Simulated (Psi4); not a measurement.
# CH3BCl (SMILES C[B]Cl) at UMP3/aug-cc-pVDZ

What is the vertical doublet–quartet gap of CH3BCl at UMP3/aug-cc-pVDZ? Input form: a Python script.

Program for the calculation: Psi4 1.11.

3 further runs of the same task are left out: 3 set aside as unsound or not needed.

**1. The structure to begin with**

CH3BCl: 6 atoms, total charge 0, spin state doublet. As SMILES, `C[B]Cl`. The coordinates come from a PBE0-D4/def2-TZVP relaxation.

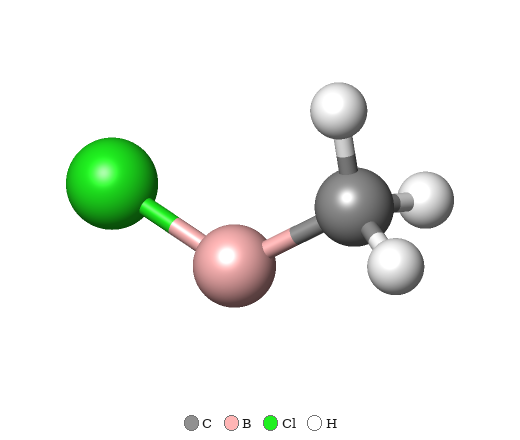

Viewed from a chosen angle; carbon grey, boron pink, chlorine green, hydrogen white.

**2. The energy at UMP3/aug-cc-pVDZ**

Contents of ch3bcl.xyz:

```xyz
6
CH3BCl
C     -0.289900     0.325200    -0.312400
B      0.195300    -1.059500     0.167700
Cl     1.467800    -1.355700     1.297800
H     -1.073500     0.641700     0.390700
H      0.494200     1.088800    -0.289700
H     -0.752000     0.295400    -1.300400
```

Contents of run.py:

```python
import psi4

psi4.set_memory('2200 MB')
psi4.set_num_threads(1)
psi4.set_output_file('output.dat', False)

with open('ch3bcl.xyz') as f:
    atoms = ''.join(f.readlines()[2:])
mol = psi4.geometry('0 2\n' + atoms + 'symmetry c1')

psi4.set_options({
    'basis': 'aug-cc-pVDZ',
    'reference': 'uhf',
    'puream': True,
    'e_convergence': 1e-09,
    'd_convergence': 1e-08,
    'scf_type': 'pk',
    'num_frozen_docc': 7,
    'maxiter': 100,
    'mp_type': 'conv',
})

e_tot = psi4.energy('mp3')
print(f'total energy {e_tot:.8f} hartree = {e_tot * 27.211386:.5f} eV')
```

Run with:

```sh
$ python run.py
```

output.dat:

```text
[...]
  Running in c1 symmetry.
[...]
  Nuclear repulsion =   76.029351716677795
[...]
  Multiplicity = 2
[...]
  Nalpha       = 16
  Nbeta        = 15
[...]
    Number of basis functions: 100
[...]
   @UHF iter   1:  -523.69367540339874   -5.36833e-01   4.03184e-03 ADIIS/DIIS
[...]
   @UHF iter  15:  -523.79764878669869   -1.19371e-11   6.53769e-09 DIIS
[...]
   @S^2 Observed:                7.543010133E-01
[...]
    Orbital Energies [Eh]
    ---------------------
    Alpha Occupied:
       1A   -104.839827     2A    -11.226467     3A    -10.568538
       4A     -8.036244     5A     -8.033385     6A     -8.032973
       7A     -7.680125     8A     -1.126995     9A     -0.974276
      10A     -0.663179    11A     -0.588151    12A     -0.571213
      13A     -0.544663    14A     -0.487284    15A     -0.484071
      16A     -0.332751
    Alpha Virtual:
      17A      0.036053    18A      0.048082    19A      0.051587
      20A      0.055215    21A      0.069300    22A      0.080173
      23A      0.099029    24A      0.101269    25A      0.141978
[...]
  @UHF Final Energy:  -523.79764878669869
   => Energetics <=
    Nuclear Repulsion Energy =             76.0293517166777946
    One-Electron Energy =                -871.7417343404626990
    Two-Electron Energy =                 271.9147338370862599
    Total Energy =                       -523.7976487866986872
  UHF NO Occupations:
  HONO-2 :   14  A 1.9996467
  HONO-1 :   15  A 1.9987229
[...]
 Multipole Moments:
 ------------------------------------------------------------------------------------
     Multipole            Electronic (a.u.)      Nuclear  (a.u.)        Total (a.u.)
 ------------------------------------------------------------------------------------
 L = 1.  Multiply by 2.5417464519 to convert [e a0] to [Debye]
 Dipole X            :          3.2499544           -3.5303973           -0.2804429
 Dipole Y            :         -4.5204881            4.9722252            0.4517371
 Dipole Z            :          2.8807940           -3.1260542           -0.2452602
 Magnitude           :                                                    0.5855486
[...]
	SCS-MP2 Total Energy (a.u.)        :  -524.14999040889302
	SOS-MP2 Total Energy (a.u.)        :  -524.14733678707842
[...]
	SOS-PI-MP2 Total Energy (a.u.)     :  -524.17423586403072
[...]
	MP2 Total Energy (a.u.)            :  -524.15529765252222
[...]
	SCS-MP3 Total Energy (a.u.)        :  -524.15828522804668
[...]
	MP3 Total Energy (a.u.)            :  -524.18847692913710
[...]
```

The script printed:

```text
total energy -524.18847693 hartree = -14263.89498 eV
```

Run time: 26 s. Hardware: 1 thread of Intel Xeon 6975P-C (Granite Rapids), shared host; peak memory 0.98 GiB.

**3. The quartet at the same level**

Contents of ch3bcl.py:

```python
import psi4

psi4.set_memory(2200000000)
psi4.set_num_threads(1)
psi4.core.set_output_file('run.log', False)

mol = psi4.geometry("""
0 4
C     -0.289900     0.325200    -0.312400
B      0.195300    -1.059500     0.167700
Cl     1.467800    -1.355700     1.297800
H     -1.073500     0.641700     0.390700
H      0.494200     1.088800    -0.289700
H     -0.752000     0.295400    -1.300400
symmetry c1
no_reorient
no_com
""")

options = {'basis': 'aug-cc-pVDZ', 'reference': 'uhf', 'puream': True, 'e_convergence': 1e-09, 'd_convergence': 1e-08, 'scf_type': 'pk', 'num_frozen_docc': 7, 'maxiter': 100, 'mp_type': 'conv'}
psi4.set_options(options)

energy_value, wavefunction = psi4.energy("mp3", return_wfn=True)
print('E =', round(energy_value, 9))
for k, v in sorted(psi4.core.scalar_variables().items()):
    print(f'{k:45s} {v:18.10f}')
```

Run with:

```sh
$ python ch3bcl.py
```

run.log:

```text
[...]
  Running in c1 symmetry.
[...]
  Nuclear repulsion =   76.029351716677780
[...]
  Multiplicity = 4
[...]
  Nalpha       = 17
  Nbeta        = 14
[...]
    Number of basis functions: 100
[...]
   @UHF iter   1:  -523.40935159677531   -2.52509e-01   4.81387e-03 DIIS/ADIIS
[...]
   @UHF iter  29:  -523.57829620261487   -2.27374e-12   2.94152e-09 DIIS
[...]
   @S^2 Observed:                3.764296047E+00
[...]
    Orbital Energies [Eh]
    ---------------------
    Alpha Occupied:
       1A   -104.981764     2A    -11.196379     3A    -10.706404
       4A     -8.191712     5A     -8.167723     6A     -8.166523
       7A     -7.583130     8A     -1.263214     9A     -0.941599
      10A     -0.732430    11A     -0.676786    12A     -0.613861
      13A     -0.551399    14A     -0.537445    15A     -0.515361
      16A     -0.317098    17A     -0.230779
    Alpha Virtual:
      18A      0.035255    19A      0.049821    20A      0.052820
      21A      0.057462    22A      0.079437    23A      0.089411
      24A      0.104886    25A      0.129911    26A      0.149012
[...]
  @UHF Final Energy:  -523.57829620261487
   => Energetics <=
    Nuclear Repulsion Energy =             76.0293517166777804
    One-Electron Energy =                -870.1637908271604829
    Two-Electron Energy =                 270.5561429078678657
    Total Energy =                       -523.5782962026148653
  UHF NO Occupations:
  HONO-2 :   15  A 1.0000000
  HONO-1 :   16  A 1.0000000
[...]
 Multipole Moments:
 ------------------------------------------------------------------------------------
     Multipole            Electronic (a.u.)      Nuclear  (a.u.)        Total (a.u.)
 ------------------------------------------------------------------------------------
 L = 1.  Multiply by 2.5417464519 to convert [e a0] to [Debye]
 Dipole X            :        -42.3038673           43.1961157            0.8922483
 Dipole Y            :         46.0699195          -46.0475234            0.0223961
 Dipole Z            :        -36.6351171           37.4681668            0.8330497
 Magnitude           :                                                    1.2208933
[...]
	SCS-MP2 Total Energy (a.u.)        :  -523.90481346802630
	SOS-MP2 Total Energy (a.u.)        :  -523.90146228188553
[...]
	SOS-PI-MP2 Total Energy (a.u.)     :  -523.92632121106021
[...]
	MP2 Total Energy (a.u.)            :  -523.91151584030786
[...]
	SCS-MP3 Total Energy (a.u.)        :  -523.91410646724034
[...]
	MP3 Total Energy (a.u.)            :  -523.94868783716402
[...]
```

It took 21 s on 1 thread of Intel Xeon 6975P-C (Granite Rapids), shared host; peak memory 1.1 GiB.

**4. Summary of results**

Level: UMP3/aug-cc-pVDZ, 7 core orbitals frozen.

```
                                                           quantity          value
                                              doublet: total energy  -524.18848 Eh
doublet: HOMO energy (Hartree–Fock orbitals) (highest over α and β)       -9.05 eV
 doublet: LUMO energy (Hartree–Fock orbitals) (lowest over α and β)        0.81 eV
               doublet: correlation energy (7 core orbitals frozen)     -390.8 mEh
                         doublet: ⟨S²⟩ of the reference determinant          0.754
                                              quartet: total energy  -523.94869 Eh
quartet: HOMO energy (Hartree–Fock orbitals) (highest over α and β)       -6.28 eV
 quartet: LUMO energy (Hartree–Fock orbitals) (lowest over α and β)       -3.19 eV
               quartet: correlation energy (7 core orbitals frozen)     -370.4 mEh
                         quartet: ⟨S²⟩ of the reference determinant          3.764
                   vertical energy of the quartet above the doublet       6.525 eV
```

At this shape the quartet lies 6.52 eV (630 kJ/mol) above the doublet.
